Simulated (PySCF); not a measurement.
Run report: BSiPH5F, geometry relaxation

The run: geometry relaxation of BSiPH5F, SMILES BP[SiH2]F. Method and program: PBE0-D3(BJ)/def2-SVP geometry optimisation, gas phase (PySCF 2.14.0).

It belongs to a series of runs on one base structure; here: H on Si replaced by F.

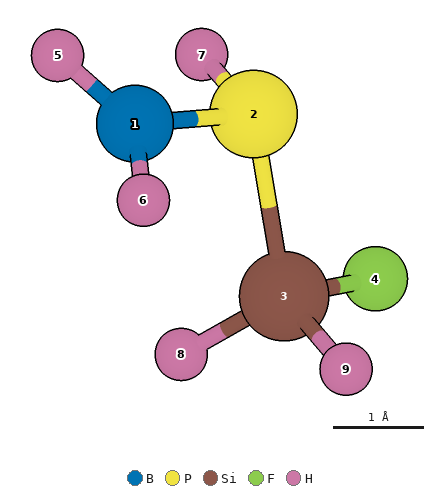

Fig. 1: The input geometry (ball-and-stick view, seen at a tilt; atoms are numbered from 1 in the order of the input).

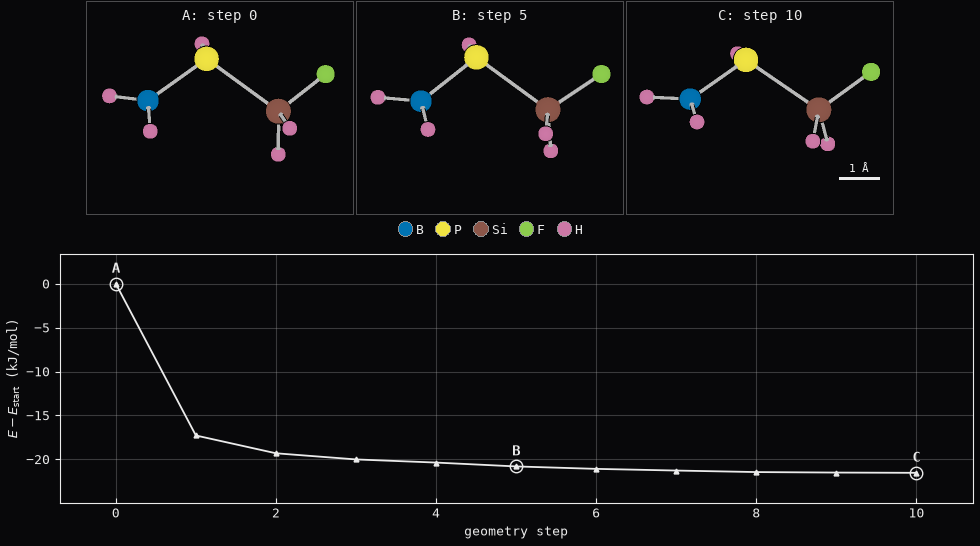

Fig. 2: Frames of the relaxation (ball-and-stick view, seen at a tilt) above the curves, on which the letters mark them (steps are counted from 0).

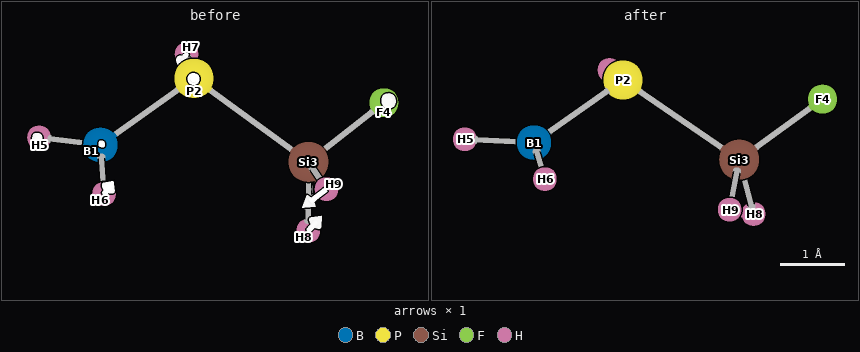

Fig. 3: Before (left) and after (right) the relaxation, at one scale (ball-and-stick view, seen at a tilt). The white arrows give the displacements, at true length. The largest move after the best rigid fit is that of H9, 0.56 Å. Largest moves by element: H 0.56 Å, F 0.54 Å, P 0.28 Å, B 0.14 Å, Si 0.06 Å. Distances before and after: Si3–F4 1.565 → 1.626 Å, B1–H5 1.155 → 1.205 Å, P2–H7 1.376 → 1.418 Å, Si3–H8 1.454 → 1.488 Å. Among the angles that change: P2–Si3–F4 105.4° → 110.0°, P2–Si3–H8 116.3° → 111.9°, B1–P2–H7 104.3° → 108.5°. Over 10 geometry steps the energy falls by 21.5 kJ/mol. Largest force component: 1.9 eV/Å at the start, 0.021 eV/Å at the end. (Atoms are counted from 1 in the order of the input.)

These pictures come from the run below.

**The input**
```
{"job": {"xc": "PBE0", "basis": "def2-SVP", "d3": "d3bj", "grid": 1, "shake": 0.01, "kind": "geom"}, "charge": 0, "multiplicity": 1}
B      1.857240     0.161640     0.065690
P      0.446290    -0.968390     0.348720
Si    -1.431760     0.231700     0.297030
F     -2.593410    -0.812910     0.381420
H      2.709840    -0.104190    -0.667290
H      1.893230     1.160180     0.713660
H      0.367300    -1.709590    -0.808150
H     -1.680570     0.986100    -0.920640
H     -1.510350     1.038310     1.537180
```

The first line tells a small driver script what to run in PySCF; the rest is the geometry in Å.

Run as:
```bash
OMP_NUM_THREADS=1 python <driver script> task.json out
```

**What the program printed**
```
step   0  E = -757.89547537  max force = 0.037203
step   1  E = -757.90205901  max force = 0.011015
step   2  E = -757.90283133  max force = 0.004107
step   3  E = -757.90309760  max force = 0.001173
step   4  E = -757.90323411  max force = 0.003337
step   5  E = -757.90340169  max force = 0.003721
step   6  E = -757.90350768  max force = 0.002193
step   7  E = -757.90358025  max force = 0.000606
step   8  E = -757.90364645  max force = 0.001622
step   9  E = -757.90366784  max force = 0.001427
step  10  E = -757.90367927  max force = 0.000401
optimisation converged
```

**Trajectory as extended XYZ (Å, eV, eV/Å), 11 frames, from step=0 to step=10**
```
9
Properties=species:S:1:pos:R:3:forces:R:3 step=0 energy=-20623.38634
B     1.8572    0.1616    0.0657   -0.7723   0.5353   0.5997
P     0.4463   -0.9684    0.3487   -0.0888   0.1795   0.7358
Si   -1.4318    0.2317    0.2970    1.5219   0.9480   0.5455
F    -2.5934   -0.8129    0.3814   -1.9130  -1.7407   0.0874
H     2.7098   -0.1042   -0.6673    1.0212  -0.3914  -0.7778
H     1.8932    1.1602    0.7137    0.0963   0.3603   0.2276
H     0.3673   -1.7096   -0.8082   -0.1382  -0.6492  -0.8683
H    -1.6806    0.9861   -0.9206    0.0648   0.4775  -0.5532
H    -1.5104    1.0383    1.5372    0.2081   0.2806   0.0033
9
Properties=species:S:1:pos:R:3:forces:R:3 step=1 energy=-20623.56549
B     1.7817    0.3122   -0.0382    0.1460  -0.0343  -0.1055
P     0.4380   -0.9319    0.2196   -0.1133  -0.2046  -0.1788
Si   -1.4818    0.2092    0.2888   -0.2853  -0.3607  -0.1482
F    -2.7035   -0.8892    0.4093    0.5039   0.5664   0.0578
H     2.6948    0.0445   -0.7870   -0.0831   0.0395   0.0879
H     1.8083    1.3102    0.6353   -0.0280   0.0525   0.0355
H     0.3431   -1.6849   -0.9922    0.0202   0.1261   0.1850
H    -1.7259    1.0062   -0.9475   -0.0880  -0.0745   0.0288
H    -1.4196    1.1132    1.4706   -0.0724  -0.1104   0.0375
9
Properties=species:S:1:pos:R:3:forces:R:3 step=2 energy=-20623.58651
B     1.7839    0.3029   -0.0387    0.0302   0.0401   0.0010
P     0.4364   -0.9449    0.1996   -0.0437  -0.0491  -0.0463
Si   -1.4700    0.2137    0.2750   -0.1827  -0.1703  -0.0059
F    -2.6946   -0.8535    0.4537    0.2105   0.2112   0.0158
H     2.7109    0.0601   -0.7712   -0.0212  -0.0139   0.0149
H     1.7868    1.2983    0.6439   -0.0238   0.0028   0.0108
H     0.3420   -1.6896   -1.0059    0.0216   0.0188   0.0055
H    -1.7609    0.9944   -0.9583   -0.0122  -0.0303  -0.0190
H    -1.3993    1.1079    1.4606    0.0213  -0.0093   0.0232
9
Properties=species:S:1:pos:R:3:forces:R:3 step=3 energy=-20623.59375
B     1.7743    0.3020   -0.0359   -0.0201   0.0160   0.0570
P     0.4319   -0.9582    0.1713   -0.0110   0.0164   0.0029
Si   -1.4619    0.2135    0.2670    0.0044   0.0240   0.0546
F    -2.6866   -0.8234    0.5147   -0.0603  -0.0464   0.0077
H     2.7125    0.0728   -0.7545    0.0197  -0.0037  -0.0226
H     1.7555    1.2872    0.6631   -0.0132  -0.0154  -0.0116
H     0.3442   -1.6912   -1.0381    0.0285  -0.0075  -0.0543
H    -1.7872    0.9703   -0.9723    0.0058  -0.0149  -0.0184
H    -1.3477    1.1163    1.4433    0.0461   0.0314  -0.0153
9
Properties=species:S:1:pos:R:3:forces:R:3 step=4 energy=-20623.59747
B     1.7648    0.3002   -0.0280   -0.0435   0.0155   0.0538
P     0.4279   -0.9708    0.1434    0.0120   0.0164  -0.0008
Si   -1.4582    0.2087    0.2644    0.1211   0.1128   0.0332
F    -2.6848   -0.8028    0.5723   -0.1716  -0.1398   0.0283
H     2.7143    0.0970   -0.7393    0.0197  -0.0102  -0.0218
H     1.7216    1.2724    0.6875    0.0055  -0.0108  -0.0037
H     0.3521   -1.6871   -1.0768    0.0230  -0.0034  -0.0498
H    -1.8102    0.9392   -0.9834    0.0037  -0.0089  -0.0122
H    -1.2921    1.1327    1.4186    0.0302   0.0284  -0.0271
9
Properties=species:S:1:pos:R:3:forces:R:3 step=5 energy=-20623.60203
B     1.7496    0.3041   -0.0074   -0.0230  -0.0327   0.0312
P     0.4242   -0.9847    0.0908   -0.0021   0.0199   0.0030
Si   -1.4565    0.1962    0.2608    0.1826   0.1295  -0.0346
F    -2.6808   -0.7802    0.6701   -0.1913  -0.1403   0.0698
H     2.7117    0.1311   -0.7107    0.0163   0.0142  -0.0116
H     1.6816    1.2457    0.7454    0.0227  -0.0069  -0.0090
H     0.3734   -1.6622   -1.1535    0.0086   0.0157  -0.0243
H    -1.8601    0.8755   -1.0004   -0.0018  -0.0057  -0.0054
H    -1.2078    1.1639    1.3635   -0.0120   0.0063  -0.0191
9
Properties=species:S:1:pos:R:3:forces:R:3 step=6 energy=-20623.60491
B     1.7453    0.2986    0.0132   -0.0046  -0.0334  -0.0004
P     0.4190   -0.9910    0.0376    0.0007   0.0077  -0.0018
Si   -1.4590    0.1862    0.2588    0.1128   0.0807  -0.0659
F    -2.6731   -0.7567    0.7768   -0.0691  -0.0682   0.0500
H     2.7166    0.1626   -0.6875   -0.0071   0.0001   0.0021
H     1.6658    1.2037    0.8071    0.0267   0.0040   0.0054
H     0.3866   -1.6203   -1.2333   -0.0177   0.0220   0.0050
H    -1.9216    0.8052   -1.0134   -0.0019  -0.0102   0.0018
H    -1.1444    1.2012    1.2993   -0.0397  -0.0026   0.0038
9
Properties=species:S:1:pos:R:3:forces:R:3 step=7 energy=-20623.60689
B     1.7539    0.2945    0.0178    0.0145  -0.0312  -0.0066
P     0.4172   -0.9835    0.0286   -0.0110   0.0043  -0.0042
Si   -1.4631    0.1879    0.2593    0.0176   0.0113  -0.0282
F    -2.6680   -0.7604    0.7989    0.0121  -0.0062   0.0124
H     2.7187    0.1548   -0.6912   -0.0073   0.0048   0.0064
H     1.6933    1.1886    0.8255    0.0124   0.0037   0.0033
H     0.3794   -1.5959   -1.2506   -0.0161   0.0196   0.0096
H    -1.9410    0.7864   -1.0169    0.0024  -0.0076   0.0007
H    -1.1552    1.2169    1.2872   -0.0245   0.0013   0.0066
9
Properties=species:S:1:pos:R:3:forces:R:3 step=8 energy=-20623.60869
B     1.7716    0.2813    0.0268    0.0186  -0.0020  -0.0080
P     0.4107   -0.9698    0.0087   -0.0019  -0.0008  -0.0056
Si   -1.4708    0.1931    0.2599   -0.0826  -0.0550   0.0360
F    -2.6522   -0.7631    0.8455    0.0834   0.0554  -0.0290
H     2.7275    0.1425   -0.6944   -0.0051  -0.0057   0.0041
H     1.7407    1.1529    0.8602   -0.0069  -0.0006   0.0045
H     0.3590   -1.5464   -1.2858   -0.0084   0.0027   0.0011
H    -1.9787    0.7488   -1.0237    0.0061   0.0013  -0.0028
H    -1.1725    1.2502    1.2615   -0.0032   0.0048  -0.0003
9
Properties=species:S:1:pos:R:3:forces:R:3 step=9 energy=-20623.60927
B     1.7784    0.2730    0.0320    0.0181  -0.0034  -0.0032
P     0.4057   -0.9639   -0.0110   -0.0011   0.0026  -0.0016
Si   -1.4742    0.1960    0.2607   -0.0734  -0.0488   0.0393
F    -2.6368   -0.7565    0.8871    0.0672   0.0422  -0.0250
H     2.7326    0.1362   -0.6915   -0.0012  -0.0016  -0.0005
H     1.7579    1.1272    0.8837   -0.0115  -0.0023  -0.0021
H     0.3478   -1.5170   -1.3152   -0.0053  -0.0022  -0.0017
H    -2.0070    0.7214   -1.0255    0.0059   0.0055  -0.0029
H    -1.1692    1.2730    1.2383    0.0012   0.0080  -0.0023
9
Properties=species:S:1:pos:R:3:forces:R:3 step=10 energy=-20623.60958
B     1.7880    0.2582    0.0350    0.0067   0.0041   0.0003
P     0.3976   -0.9559   -0.0422    0.0047   0.0025  -0.0027
Si   -1.4783    0.2008    0.2654   -0.0206  -0.0137   0.0206
F    -2.6073   -0.7442    0.9559    0.0136   0.0053  -0.0088
H     2.7416    0.1289   -0.6903   -0.0003  -0.0038  -0.0050
H     1.7762    1.0873    0.9113   -0.0084  -0.0009  -0.0030
H     0.3278   -1.4762   -1.3590   -0.0014  -0.0068  -0.0001
H    -2.0506    0.6821   -1.0213    0.0018   0.0054   0.0016
H    -1.1600    1.3084    1.2037    0.0037   0.0079  -0.0030
```

**Results in brief**

| quantity | value |
| --- | --- |
| outcome | converged |
| total energy | −757.903679 hartree |
| dipole moment | 1.48 D |
| point group | C1 |
| hardware | 1 CPU thread, shared host |
| wall time | 25 s |
| peak memory | 0.38 GiB |
